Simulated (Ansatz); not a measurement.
**CH4F2MoO3 (SMILES C[O][Mo](=[O])([OH])([F])[F]): density, localisation and related maps**

Input file:

```
crystal:
  periodic: [false, false, false]
  atoms:
    - {symbol: C, position_ang: [0.460135, -1.808240, -0.112617]}
    - {symbol: F, position_ang: [0.051253, 2.783076, 0.155842]}
    - {symbol: F, position_ang: [0.543709, 1.228879, 2.079681]}
    - {symbol: Mo, position_ang: [-0.447814, 1.022057, 0.529386]}
    - {symbol: O, position_ang: [-0.254304, -0.793646, 0.520309]}
    - {symbol: O, position_ang: [-2.056722, 1.217922, 0.845976]}
    - {symbol: O, position_ang: [-0.151208, 0.838169, -1.333821]}
    - {symbol: H, position_ang: [1.438781, -1.949503, 0.374499]}
    - {symbol: H, position_ang: [0.615131, -1.519812, -1.167549]}
    - {symbol: H, position_ang: [-0.113990, -2.745091, -0.060972]}
    - {symbol: H, position_ang: [-0.019673, 1.669191, -1.810235]}
basis:
  gaussian:
    orbitals: def2-SVPD
total_charge: 0
hamiltonian:
  xc: {name: PBE0}
output:
  forces: true
  orbitals: {seedname: orbitals}
```

Launched as:

```sh
ansatz run input.yaml --threads 2 --pin off --max-ram 6090MiB --events-out events.jsonl --progress --plain --runs-dir runs
```

Geometry: PBE0-D4/def2-SVP; core potentials replace the inner electrons of Mo.

Theory: isolated molecule in a Gaussian basis; Kohn-Sham density functional theory, functional PBE0 (Ansatz).

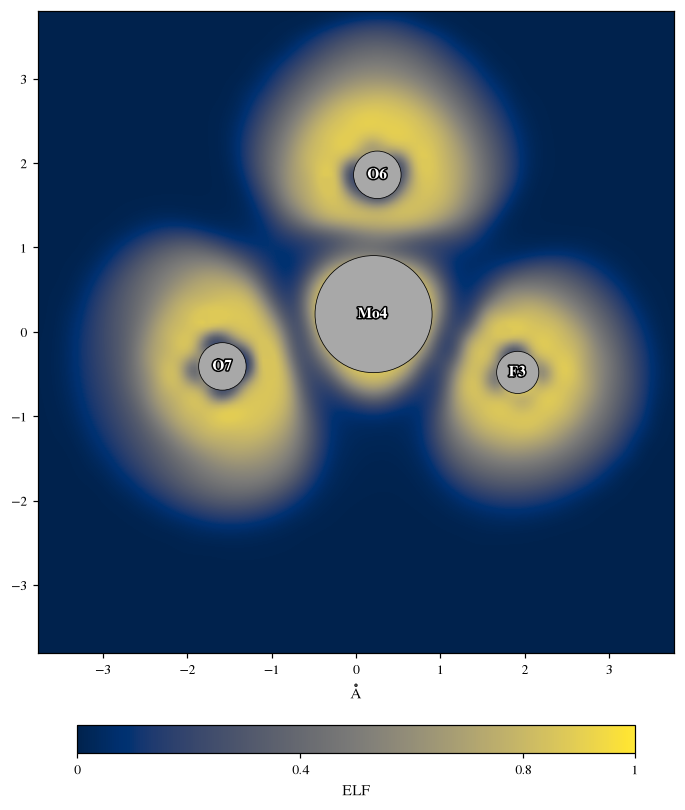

Figure 1. ELF on the plane of atoms O6, Mo4 and O7. Grey discs cover the atomic cores.

Q: Read the bonding off the picture.

A:
- The plane passes through F, Mo and O nuclei.
- Mo–O (1.65 Å): the ELF peaks at about 0.80 in the valence shell of O, 0.5 Å from its nucleus, and drops to about 0.45 between the two atoms.
- Mo–F (1.85 Å): the ELF peaks at about 0.85 in the valence shell of F, 0.5 Å from its nucleus, and drops to about 0.20 between the two atoms.
- Mo–O (1.90 Å): the ELF peaks at about 0.85 in the valence shell of O, 0.6 Å from its nucleus, and drops to about 0.30 between the two atoms.

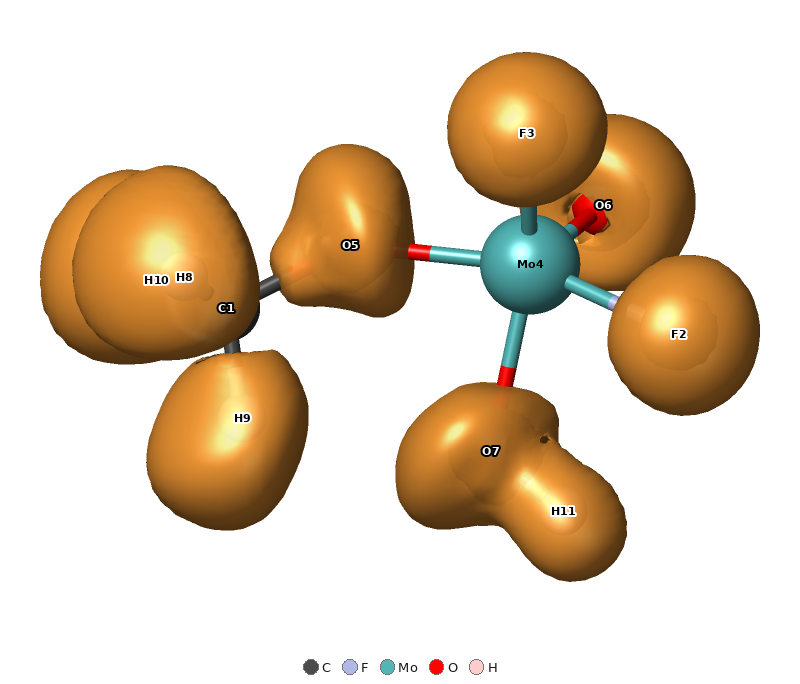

Figure 2. Isosurface of the ELF at 0.75 (orange), seen across its widest extent. Only the valence region is drawn (cores and ρ < 0.01 e/Å³ removed).

Q: What do the ELF domains correspond to?

A: The surface consists of three regions around hydrogen nuclei, one region on O in which the atom's valence shell and bonds are merged, two regions wrapped around F (the valence shell of each), one region wrapped around O (its valence shell) and one joined region spread over several atoms (H, O), in which their bonds and any lone pairs are merged. Along the contacts the grid gives the following. C–O (1.39 Å): the ELF peaks at about 0.90 between the atoms (a shared but strongly polarised pair).

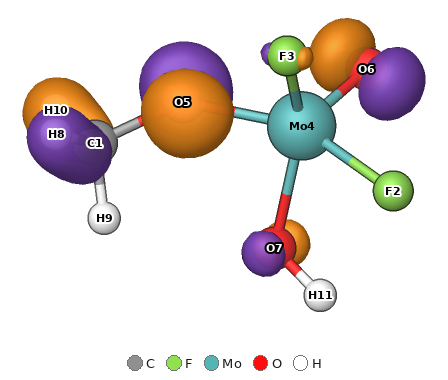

Figure 3. The HOMO at ±0.2 Å⁻³ᐟ² (orange and purple are the two phases), seen at an oblique angle.

Q: What is the character of this orbital?

A: It lies mainly on O5 (about 40 %), O6 (about 20 %), C1 (about 15 %) and H10 (about 5 %). Its energy is −9.56 eV.
